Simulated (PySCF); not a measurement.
C2H6ClOSi, doublet, SMILES `CO[Si](C)Cl`.

Method: TPSS/6-31G*; geometry: GFN2-xTB; program: PySCF. No frequency check shows the geometry to be a minimum. The stability of the open-shell solution wasn't checked. GFN2-xTB bond lengths at metals and heavier atoms can be off by up to 0.1 Å and shapes distorted, which carries into these values. GFN2-xTB doesn't know the spin state, so this open-shell geometry is rough.

Geometry (Å), atoms numbered from 1:

```
C1       2.3293   -0.1042   -0.1365
O2       1.1891    0.6964   -0.0742
Si3     -0.3039    0.3802    0.5006
C4      -1.3763    1.7260   -0.2973
Cl5     -0.8301   -1.5111   -0.1150
H6       2.0732   -1.1360   -0.3886
H7       2.9843    0.3057   -0.9063
H8       2.8520   -0.0933    0.8232
H9      -2.4160    1.6071   -0.0131
H10     -1.3077    1.6680   -1.3819
H11     -1.0503    2.7131    0.0100
```

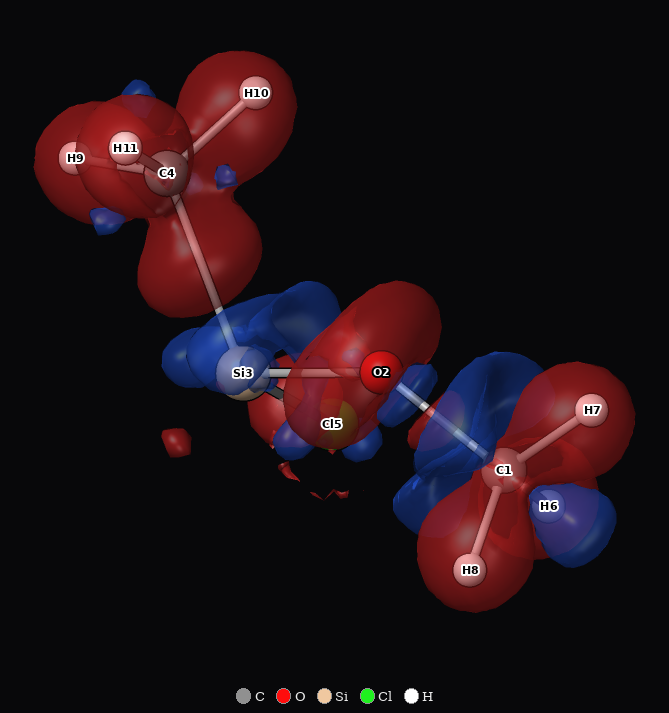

Deformation density (molecule less spherical, spin-averaged free atoms at the same positions), surfaces at ±0.08 e/Å³; red: gain, blue: loss.

**How much density has each bond gained at its critical point, relative to the free atoms?**

The five largest and four smallest: C1–H7: +0.68 e/Å³ at the bond critical point (bond length 1.09 Å, Mayer order 0.9). C1–H6: +0.68 e/Å³ at the bond critical point (bond length 1.09 Å, Mayer order 0.9). C1–H8: +0.67 e/Å³ at the bond critical point (bond length 1.09 Å, Mayer order 0.9). C4–H9: +0.60 e/Å³ at the bond critical point (bond length 1.08 Å, Mayer order 0.9). C4–H11: +0.59 e/Å³ at the bond critical point (bond length 1.08 Å, Mayer order 0.9). Si3–C4: +0.16 e/Å³ at the bond critical point (bond length 1.90 Å, Mayer order 1.0). O2–Si3: +0.04 e/Å³ at the bond critical point (bond length 1.63 Å, Mayer order 1.1); up to 0.6 Å beside the axis the gain reaches +0.31 e/Å³. Si3–Cl5: +0.04 e/Å³ at the bond critical point (bond length 2.06 Å, Mayer order 0.9); up to 0.6 Å beside the axis the gain reaches +0.16 e/Å³. C1–O2: −0.01 e/Å³ at the bond critical point (bond length 1.39 Å, Mayer order 0.9); up to 0.6 Å beside the axis the gain reaches +0.23 e/Å³. In all, 2.2 electrons gather in the regions of gain relative to the promolecule. A small or negative value marks a very polar bond, one between electron-rich atoms, whose free-atom densities already overlap strongly, a long bond to a heavier atom, or a closed-shell contact such as a hydrogen bond.

**Where do the Hirshfeld charges lie?**

The highest Hirshfeld charge is on Si3 (+0.28 e), the lowest on O2 (−0.21 e).
